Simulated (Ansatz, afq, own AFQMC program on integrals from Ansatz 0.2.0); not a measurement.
**CHGe (doublet): quantum Monte Carlo beside coupled cluster at distance Ge1–C2 = 3.891 Å, cc-pVDZ, part 1 of 2**

Aim: compute CHGe (doublet) with auxiliary-field quantum Monte Carlo on the same integrals as coupled cluster, and set the energies side by side.

Computed with Ansatz 0.2.0, Gaussian basis, and an in-house AFQMC program (afq) on its integrals; all values are calculated. Level: cc-pVDZ, frozen cores.

To be run: PBE (unrestricted); r2SCAN (unrestricted); PBE0 (unrestricted); B3LYP (unrestricted); wB97M-V (unrestricted); B2PLYP (unrestricted); CCSD(T) on UHF; CCSDT(Q) on UHF; Phaseless AFQMC, CISD trial on UHF; Phaseless AFQMC, single-determinant trial on UHF; Phaseless AFQMC, CISD trial on UHF; CCSD(T) on ROHF; CCSDT(Q) on ROHF; Phaseless AFQMC, CISD trial on ROHF; Phaseless AFQMC, single-determinant trial on ROHF.

13 further runs of the same task are left out: 2 for a known fault of the program, 11 that didn't finish.

### Step 1. The geometry

The geometry derives from a PBE0/def2-TZVP stationary point (not a proven minimum). One bond is set to the value named and the two fragments are kept rigid. No spin-orbit coupling is included. The filled d shell of Ge may be among the frozen orbitals whatever the setting's name suggests; the logs give the count.

3 atoms, charge 0, spin multiplicity 2.

Atoms are counted from 1 here; the program's logs count them from 0.

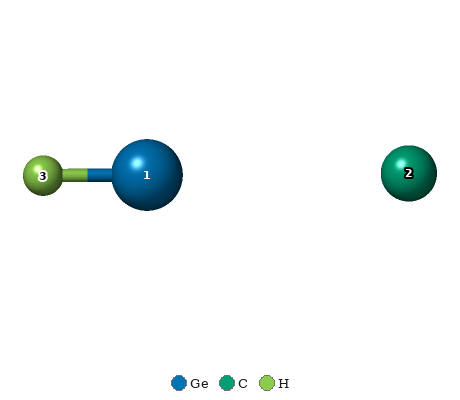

The structure; germanium blue, carbon teal, hydrogen green; atoms are numbered from 1 in the order of the file.

Geometry (Å):

```xyz
3

Ge    0.00000    0.00000    0.78323
C     0.00000    0.00000   -3.10777
H     0.00000    0.00000    2.32454
```

### Step 2. PBE (unrestricted)

File in.yaml:

```yaml
crystal:
  periodic: [false, false, false]
  atoms:
    - {symbol: Ge, position_ang: [0.000000, 0.000000, 0.783230]}
    - {symbol: C, position_ang: [0.000000, 0.000000, -3.107770]}
    - {symbol: H, position_ang: [0.000000, 0.000000, 2.324541]}
basis:
  gaussian: {orbitals: cc-pVDZ}
magnetization: {spin_polarized: true, initial_magnetization: 1}
hamiltonian: {xc: {name: PBE}}
output: {orbitals: {seedname: orbitals}}
```

Launch:

```console
$ ansatz run in.yaml --threads 1 --pin off --events-out ev --progress --plain --max-ram 1382MiB
```

Log:

```text
Functional definition: PBE
  name "PBE"
  cite "Perdew, Burke & Ernzerhof, Phys. Rev. Lett. 77, 3865 (1996) doi:10.1103/PhysRevLett.77.3865"
  parent pbe
  parameter kappa = 0.804
  parameter beta = 0.06672455060314922
  exchange = pbe_x(kappa = kappa, mu = beta*pi^2/3)
  correlation = pbe_c(beta = beta)
504 factors; integrals over basis functions are off by at most 1.3e-3 eV
mean field evaluation 1: about -57542.4191 eV, gradient 2.2e1 eV
mean field evaluation 2: about -57451.8962 eV, gradient 6.0e1 eV
mean field evaluation 4: about -57491.9277 eV, gradient 6.9e1 eV
mean field evaluation 8: about -57549.6264 eV, gradient 2.2e0 eV
mean field evaluation 16: about -57550.8142 eV, gradient 2.5e-2 eV
mean field evaluation 32: about -57550.8160 eV, gradient 8.1e-6 eV
mean field evaluation 64: about -57550.8163 eV, gradient 4.7e-2 eV
mean field evaluation 96: about -57551.1715 eV, gradient 5.9e-2 eV
mean field evaluation 128: about -57550.8057 eV, gradient 2.6e-1 eV
mean field evaluation 160: about -57550.8130 eV, gradient 1.7e-3 eV
mean field evaluation 192: about -57541.7421 eV, gradient 1.6e1 eV
mean field evaluation 224: about -57551.1692 eV, gradient 2.9e-1 eV
mean field evaluation 256: about -57550.7910 eV, gradient 6.6e-3 eV
mean field -57551.21961554 eV, -2114.9683112532 hartree, gradient 3.5e-6 eV, S^2 1.753303; 18 other end points of the search recorded, 0 dependent functions left out
reference -57551.21964594 eV, -2114.9683123706 hartree; 20, 19 occupied and 26, 27 virtual orbitals, 504 factors
Total energy: -57551.21964594 eV, -2114.9683123706 hartree
```

Wall time 19 s (1 thread of Arm Neoverse V2, shared host).

From the report: ⟨S²⟩ of the determinant 1.753 (pure doublet: 0.75). The determinant is far from a pure spin state, so its energy mixes those of several spin states (harmless only where they are near-degenerate, as at dissociation).

### Step 3. r2SCAN (unrestricted)

in.yaml, as its differences from that of step 2:

```diff
@@ -9,3 +9,2 @@
 magnetization: {spin_polarized: true, initial_magnetization: 1}
-hamiltonian: {xc: {name: PBE}}
-output: {orbitals: {seedname: orbitals}}
+hamiltonian: {xc: {name: r2SCAN}}
```

Launched as before.

Log, cut to the lines that bear on the results:

```text
Functional definition: r2SCAN
  name "r2SCAN"
  cite "Furness, Kaplan, Ning, Perdew & Sun, J. Phys. Chem. Lett. 11, 8208 (2020) doi:10.1021/acs.jpclett.0c02405"
  cite "Furness, Kaplan, Ning, Perdew & Sun, J. Phys. Chem. Lett. 11, 9248 (2020) doi:10.1021/acs.jpclett.0c03077"
  parent r2scan
[...]
504 factors; integrals over basis functions are off by at most 1.3e-3 eV
[...]
mean field -57560.45502136 eV, -2115.3077061574 hartree, gradient 6.3e-6 eV, S^2 1.758804; 18 other end points of the search recorded, 0 dependent functions left out
reference -57560.45503130 eV, -2115.3077065227 hartree; 20, 19 occupied and 26, 27 virtual orbitals, 504 factors
Total energy: -57560.45503130 eV, -2115.3077065227 hartree
```

Run time: 50 s. Hardware: 1 thread of Arm Neoverse V2, shared host.

From the report: ⟨S²⟩ of the determinant 1.759 (pure doublet: 0.75). The determinant is far from a pure spin state, so its energy mixes those of several spin states (harmless only where they are near-degenerate, as at dissociation).

### Step 4. PBE0 (unrestricted)

in.yaml, as its differences from that of step 3:

```diff
@@ -9,2 +9,3 @@
 magnetization: {spin_polarized: true, initial_magnetization: 1}
-hamiltonian: {xc: {name: r2SCAN}}
+hamiltonian: {xc: {name: PBE0}}
+output: {orbitals: {seedname: orbitals}}
```

Same command.

Log, cut to the lines that bear on the results:

```text
Functional definition: PBE0
  name "PBE0"
  cite "Adamo & Barone, J. Chem. Phys. 110, 6158 (1999) doi:10.1063/1.478522"
  cite "Perdew, Burke & Ernzerhof, Phys. Rev. Lett. 77, 3865 (1996) doi:10.1103/PhysRevLett.77.3865"
  parent pbe
[...]
504 factors; integrals over basis functions are off by at most 1.3e-3 eV
[...]
mean field -57552.96229387 eV, -2115.0323535007 hartree, gradient 2.5e-6 eV, S^2 1.754634; 13 other end points of the search recorded, 0 dependent functions left out
reference -57552.96231666 eV, -2115.0323543382 hartree; 20, 19 occupied and 26, 27 virtual orbitals, 504 factors
Total energy: -57552.96231666 eV, -2115.0323543382 hartree
```

Wall time 15 s (1 thread of Arm Neoverse V2, shared host).

From the report: ⟨S²⟩ of the determinant 1.755 (pure doublet: 0.75). The determinant is far from a pure spin state, so its energy mixes those of several spin states (harmless only where they are near-degenerate, as at dissociation).

### Step 5. B3LYP (unrestricted)

in.yaml, as its differences from that of step 4:

```diff
@@ -9,3 +9,2 @@
 magnetization: {spin_polarized: true, initial_magnetization: 1}
-hamiltonian: {xc: {name: PBE0}}
-output: {orbitals: {seedname: orbitals}}
+hamiltonian: {xc: {name: B3LYP}}
```

Launched as before.

Log, cut to the lines that bear on the results:

```text
Functional definition: B3LYP
  name "B3LYP"
  cite "Stephens, Devlin, Chabalowski & Frisch, J. Phys. Chem. 98, 11623 (1994) doi:10.1021/j100096a001"
  cite "Becke, Phys. Rev. A 38, 3098 (1988) doi:10.1103/PhysRevA.38.3098"
  cite "Lee, Yang & Parr, Phys. Rev. B 37, 785 (1988) doi:10.1103/PhysRevB.37.785"
  cite "Vosko, Wilk & Nusair, Can. J. Phys. 58, 1200 (1980) doi:10.1139/p80-159"
[...]
504 factors; integrals over basis functions are off by at most 1.3e-3 eV
[...]
mean field -57562.96621632 eV, -2115.3999908699 hartree, gradient 1.3e-6 eV, S^2 1.751543; 13 other end points of the search recorded, 0 dependent functions left out
reference -57562.96641680 eV, -2115.3999982373 hartree; 20, 19 occupied and 26, 27 virtual orbitals, 504 factors
Total energy: -57562.96641680 eV, -2115.3999982373 hartree
```

Wall time 13 s (1 thread of Arm Neoverse V2, shared host).

From the report: ⟨S²⟩ of the determinant 1.752 (pure doublet: 0.75). The determinant is far from a pure spin state, so its energy mixes those of several spin states (harmless only where they are near-degenerate, as at dissociation).

### Step 6. wB97M-V (unrestricted)

in.yaml, as its differences from that of step 5:

```diff
@@ -9,2 +9,3 @@
 magnetization: {spin_polarized: true, initial_magnetization: 1}
-hamiltonian: {xc: {name: B3LYP}}
+hamiltonian: {xc: {name: wB97M-V}}
+output: {orbitals: {seedname: orbitals}}
```

Launched as before.

Log, cut to the lines that bear on the results:

```text
Functional definition: wB97M-V
  name "wB97M-V"
  cite "Mardirossian & Head-Gordon, J. Chem. Phys. 144, 214110 (2016) doi:10.1063/1.4952647"
  cite "Becke, J. Chem. Phys. 107, 8554 (1997) doi:10.1063/1.475007"
  cite "Vydrov & Van Voorhis, J. Chem. Phys. 133, 244103 (2010) doi:10.1063/1.3521275"
  # Of w^i u^j: cxij and so on, Table III.
[...]
  gx(w, u) = 1 - cx + cx01*u + cx10*w
  gss(w, u) = css00 + css04*u^4 + css10*w + css20*w^2 + css43*w^4*u^3
  gos(w, u) = cos00 + cos10*w + (cos20 + cos21*u)*w^2 + (cos60 + cos61*u)*w^6
[...]
      + integral(e_c_pw_mod_opposite_spin*gos(b97_w_opposite, b97_u_opposite)) + vv10(b, c)
504 factors; integrals over basis functions are off by at most 1.3e-3 eV
141 factors; integrals over basis functions are off by at most 5.1e-5 eV
[...]
mean field -57558.05433305 eV, -2115.2194824892 hartree, gradient 5.7e-6 eV, S^2 1.752033; 8 other end points of the search recorded, 0 dependent functions left out
reference -57558.05436567 eV, -2115.2194836878 hartree; 20, 19 occupied and 26, 27 virtual orbitals, 504 factors
Total energy: -57558.05436567 eV, -2115.2194836878 hartree
```

Run time: 41 s. Hardware: 1 thread of Arm Neoverse V2, shared host.

From the report: ⟨S²⟩ of the determinant 1.752 (pure doublet: 0.75). The determinant is far from a pure spin state, so its energy mixes those of several spin states (harmless only where they are near-degenerate, as at dissociation).

### Step 7. B2PLYP (unrestricted)

in.yaml, as its differences from that of step 6:

```diff
@@ -9,3 +9,3 @@
 magnetization: {spin_polarized: true, initial_magnetization: 1}
-hamiltonian: {xc: {name: wB97M-V}}
-output: {orbitals: {seedname: orbitals}}
+hamiltonian: {xc: {name: B2PLYP}}
+correlation: {electrons: outside_noble_gas}
```

Same command.

Log, cut to the lines that bear on the results:

```text
Functional definition: B2PLYP
  name "B2PLYP"
  cite "Grimme, J. Chem. Phys. 124, 034108 (2006) doi:10.1063/1.2148954"
  cite "Becke, Phys. Rev. A 38, 3098 (1988) doi:10.1103/PhysRevA.38.3098"
  cite "Lee, Yang & Parr, Phys. Rev. B 37, 785 (1988) doi:10.1103/PhysRevB.37.785"
[...]
504 factors; integrals over basis functions are off by at most 1.3e-3 eV
[...]
mean field -57548.18737508 eV, -2114.8568784719 hartree, gradient 3.9e-9 eV, S^2 1.757281; 13 other end points of the search recorded, 0 dependent functions left out
15 core orbitals not correlated: weight in the atoms' cores, before any rotation towards them, 0.999 or more for the frozen orbitals, at most 0.000 for the correlated occupied ones
reference -57548.18750187 eV, -2114.8568831311 hartree; 5, 4 occupied and 26, 27 virtual orbitals, 504 factors
second order -3.89143018 eV of doubles, -0.00000000 eV of singles
Total energy: -57549.23818801 eV, -2114.8954951348 hartree
```

It took 12 s on 1 thread of Arm Neoverse V2, shared host.

From the report: ⟨S²⟩ of the determinant 1.757 (pure doublet: 0.75). The determinant is far from a pure spin state, so its energy mixes those of several spin states (harmless only where they are near-degenerate, as at dissociation).

### Step 8. CCSD(T) on UHF

in.yaml, as its differences from that of step 7:

```diff
@@ -9,3 +9,2 @@
 magnetization: {spin_polarized: true, initial_magnetization: 1}
-hamiltonian: {xc: {name: B2PLYP}}
-correlation: {electrons: outside_noble_gas}
+correlation: {method: ccsd_t, electrons: outside_noble_gas, hamiltonian_folder: ham}
```

Same command.

Log, cut to the lines that bear on the results:

```text
Functional definition: HF
  name "HF"
  cite "Fock, Z. Phys. 61, 126 (1930) doi:10.1007/BF01340294"
  parent pbe
[...]
504 factors; integrals over basis functions are off by at most 1.3e-3 eV
[...]
mean field -57512.60634558 eV, -2113.5492997553 hartree, gradient 9.3e-6 eV, S^2 1.768069; 39 other end points of the search recorded, 0 dependent functions left out
determinant -57512.60634558 eV, -2113.5492997553 hartree, with singles and doubles -57516.83580596 eV, -2113.7047295573 hartree
determinant -57512.55137395 eV, -2113.5472795854 hartree, with singles and doubles -57516.79072954 eV, -2113.7030730296 hartree
determinant -57512.54077357 eV, -2113.5468900283 hartree, with singles and doubles -57516.78145212 eV, -2113.7027320907 hartree
determinant -57511.94911397 eV, -2113.5251469393 hartree, with singles and doubles -57516.27806988 eV, -2113.6842331346 hartree
[...]
determinant -57509.53242566 eV, -2113.4363352818 hartree, with singles and doubles -57513.89030063 eV, -2113.5964842330 hartree
determinant -57512.60634558 eV, -2113.5492997553 hartree, with singles and doubles -57516.83544475 eV, -2113.7047162831 hartree
determinant -57512.55137395 eV, -2113.5472795854 hartree, with singles and doubles -57516.79047231 eV, -2113.7030635766 hartree
determinant -57512.54077357 eV, -2113.5468900283 hartree, with singles and doubles -57516.78119982 eV, -2113.7027228189 hartree
15 core orbitals not correlated: weight in the atoms' cores, before any rotation towards them, 1.000 or more for the frozen orbitals, at most 0.000 for the correlated occupied ones
reference -57512.60634558 eV, -2113.5492997553 hartree; 5, 4 occupied and 26, 27 virtual orbitals, 504 factors
second order -3.07456199 eV of doubles, -0.00000000 eV of singles
cycle   1  -4.22909291 eV  change    6.3e-6 eV  update   4.8e-6
perturbative correction -0.06496420 eV, -0.0023873902 hartree
Total energy: -57516.90040269 eV, -2113.7071034435 hartree
```

Run time: 22 s. Hardware: 1 thread of Arm Neoverse V2, shared host.

From the report: ⟨S²⟩ of the determinant 1.768 (pure doublet: 0.75); correlation -4.2941 eV; T1 0.011; largest double amplitude 0.11. The determinant is far from a pure spin state, so its energy mixes those of several spin states (harmless only where they are near-degenerate, as at dissociation).

This run also writes the integrals to the folder ham.

### Step 9. CCSDT(Q) on UHF

in.yaml, as its differences from that of step 8:

```diff
@@ -9,2 +9,2 @@
 magnetization: {spin_polarized: true, initial_magnetization: 1}
-correlation: {method: ccsd_t, electrons: outside_noble_gas, hamiltonian_folder: ham}
+correlation: {method: ccsdt_q, electrons: outside_noble_gas}
```

Launched as before.

Log, cut to the lines that bear on the results:

```text
Functional definition: HF
  name "HF"
  cite "Fock, Z. Phys. 61, 126 (1930) doi:10.1007/BF01340294"
  parent pbe
[...]
846 factors; integrals over basis functions are off by at most 1.3e-7 eV
[...]
mean field -57512.60641472 eV, -2113.5493022962 hartree, gradient 1.5e-6 eV, S^2 1.768070; 39 other end points of the search recorded, 0 dependent functions left out
determinant -57512.60641472 eV, -2113.5493022962 hartree, with singles and doubles -57516.83588611 eV, -2113.7047325029 hartree
determinant -57512.55143653 eV, -2113.5472818849 hartree, with singles and doubles -57516.79080291 eV, -2113.7030757259 hartree
determinant -57512.54083605 eV, -2113.5468923245 hartree, with singles and doubles -57516.78152514 eV, -2113.7027347741 hartree
determinant -57511.94919250 eV, -2113.5251498253 hartree, with singles and doubles -57516.27816637 eV, -2113.6842366805 hartree
[...]
determinant -57512.60641472 eV, -2113.5493022962 hartree, with singles and doubles -57516.83552484 eV, -2113.7047192265 hartree
determinant -57512.55143653 eV, -2113.5472818849 hartree, with singles and doubles -57516.79054553 eV, -2113.7030662674 hartree
determinant -57512.54083605 eV, -2113.5468923245 hartree, with singles and doubles -57516.78127289 eV, -2113.7027255040 hartree
15 core orbitals not correlated: weight in the atoms' cores, before any rotation towards them, 1.000 or more for the frozen orbitals, at most 0.000 for the correlated occupied ones
reference -57512.60641472 eV, -2113.5493022962 hartree; 5, 4 occupied and 26, 27 virtual orbitals, 846 factors
second order -3.07458249 eV of doubles, -0.00000000 eV of singles
cycle   1  -3.84790983 eV  change   -7.7e-1 eV  update   7.5e-2
[...]
cycle  46  -4.31468130 eV  change   -4.4e-8 eV  update   9.1e-7
perturbative correction -0.00190180 eV, -0.0000698898 hartree
Total energy: -57516.92299782 eV, -2113.7079337993 hartree
```

Wall time 36 s (1 thread of Arm Neoverse V2, shared host).

From the report: ⟨S²⟩ of the determinant 1.768 (pure doublet: 0.75); correlation -4.3166 eV; T1 0.011; largest double amplitude 0.11. The determinant is far from a pure spin state, so its energy mixes those of several spin states (harmless only where they are near-degenerate, as at dissociation).

### Step 10. Phaseless AFQMC, CISD trial on UHF

It reads the integrals that the CCSD(T) run on this determinant wrote.

Launch:

```console
$ afq ham --method phaseless --trial cisd --walkers 60 --populations 1 --least-time 40 --time-step 0.005 --steps-per-block 50 --equilibration-blocks 40 --max-blocks 300 --target-error 0.00072 --factor-cut 1e-05 --start spin_pure --seed 5274 --release-times 0.24,0.51,0.99,1.62,2.4 --release-step 0.03 --release-every 4 --taylor-order 6
```

Log:

```text
orbitals 31  electrons 5 4  factors 206 of 504
reference energy -2113.54929976 Eh
CCSD correlation -0.15541627 Eh in 18 cycles, weight of the determinant in the CISD state 0.8926
energy of the start -2113.703535 Eh
 block  time / (1/Eh)  mean weight  energy / Eh
     1     0.250  0.9985  -2113.702122
     2     0.500  1.0001  -2113.702826
     3     0.750  0.9999  -2113.703027
     4     1.000  0.9997  -2113.703601
     5     1.250  0.9981  -2113.705017
     6     1.500  1.0010  -2113.708717
     7     1.750  1.0002  -2113.707141
     8     2.000  1.0006  -2113.708175
     9     2.250  1.0014  -2113.708030
    10     2.500  0.9997  -2113.708957
    11     2.750  0.9995  -2113.710667
    16     4.000  0.9991  -2113.707348
    21     5.250  0.9995  -2113.706790
    26     6.500  0.9994  -2113.705865
    31     7.750  1.0011  -2113.707627
    36     9.000  0.9998  -2113.705252
    41    10.250  1.0013  -2113.706867
    46    11.500  1.0004  -2113.707078
    51    12.750  1.0000  -2113.710789
    56    14.000  1.0013  -2113.709199
    61    15.250  1.0022  -2113.709977
    66    16.500  0.9996  -2113.709972
    71    17.750  0.9990  -2113.706660
    76    19.000  1.0017  -2113.705234
    81    20.250  1.0026  -2113.707750
    86    21.500  0.9989  -2113.711681
    91    22.750  0.9991  -2113.706300
    96    24.000  1.0022  -2113.709174
   101    25.250  1.0012  -2113.710774
   106    26.500  1.0013  -2113.708904
   111    27.750  0.9991  -2113.707389
   116    29.000  1.0007  -2113.707992
   121    30.250  1.0009  -2113.705557
   126    31.500  1.0009  -2113.707465
   131    32.750  1.0003  -2113.705737
   136    34.000  1.0010  -2113.705746
   141    35.250  1.0008  -2113.708821
   146    36.500  1.0017  -2113.705346
   151    37.750  1.0007  -2113.706037
   156    39.000  1.0009  -2113.706221
   161    40.250  0.9993  -2113.705179
   166    41.500  0.9995  -2113.704778
   171    42.750  0.9994  -2113.705206
   176    44.000  0.9986  -2113.710175
   181    45.250  1.0008  -2113.706536
   186    46.500  0.9985  -2113.705966
   191    47.750  0.9988  -2113.707086
   196    49.000  1.0015  -2113.705932
blocks merged  error / Eh  count
     1  0.000199  160
     2  0.000248  80
     4  0.000311  40
     8  0.000336  20
    16  0.000341  10
released: time / (1/Eh)  energy / Eh  error  mean overlap
  0.24  -2113.707589  0.000327  0.9957
  0.51  -2113.707531  0.000289  0.9873
  0.99  -2113.708113  0.000297  0.9854
  1.62  -2113.707833  0.000368  0.9654
  2.40  -2113.707909  0.000364  0.9431
energy -2113.707899 +/- 0.000336 Eh
```

Run time: 2.1 min. Hardware: 1 thread of Arm Neoverse V2, shared host.

Energy -57516.9220 ± 0.0091 eV. Caveats: constraint bias not in the error.

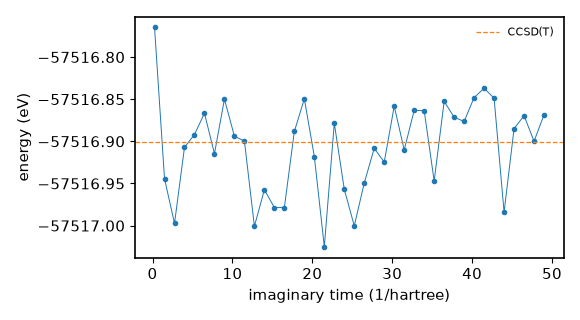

Block energies along the walk.

(Continued in part 2 of 2.)
